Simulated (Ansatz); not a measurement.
# Computed scan of one atom of the cell: Pd (fcc, Cu type)

Pd (fcc, Cu type)

```
CELL_PARAMETERS angstrom
      3.94276     0.00000     0.00000
      0.00000     3.94276     0.00000
      0.00000     0.00000     3.94276
ATOMIC_POSITIONS crystal
  Pd 0.00000 0.00000 0.00000
  Pd 0.50000 0.50000 0.00000
  Pd 0.50000 0.00000 0.50000
  Pd 0.00000 0.50000 0.50000
```

In this cell atom 4 (Pd, nearest neighbour Pd at 2.788 Å; its periodic images, 3.9 Å or more away, move with it) is moved by s along Cartesian [110], unit vector (0.707, 0.707, 0.000); all other atoms and the cell stay fixed.

The numbers are results of PBE (plane waves to 420 eV, PAW, scalar-relativistic; Ansatz, a first-principles code), not measurements. k mesh 10×10×10 (Γ-centred), Fermi-Dirac smearing 0.05 eV. The energy includes the smearing's −TS. Left out: 2 of 11 points, with atoms too close for the PAW data. With partly filled bands, energies and forces of such displacements shift with the k mesh and the smearing. Pd is run without spin polarisation. Pd was relaxed with its symmetry unable to fall. The zero of ΔE is the undisplaced structure.

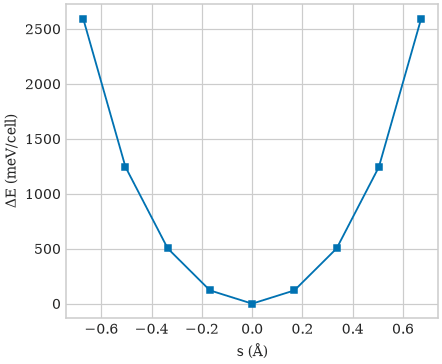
Figure: ΔE (meV/cell) against s (Å); markers are the computed points, lines only join them.

The force along the line at s = -0.672 Å is 10.6 eV/Å and the energy at s = 0.672 Å comes out as 2593 meV/cell. The force constant k = d²E/ds² at s = 0 (finite differences) is 8.37 eV/Å². Shape of the curve: a single well with its minimum at or next to zero displacement. Harmonic estimate at the end of the scan: ½ks² = 1890 meV/cell against the computed 2593 meV/cell, so the well is stiffer than harmonic there.

The forces along the line at the two nearest points give (1.452 − (-1.452)) / (2·0.168) = 8.64 eV/Å²; the next pair corrects for the finite step.

(For displaced atoms, the force is minus the slope of the energy, and its curvature is a force constant, which sets phonon frequencies.)
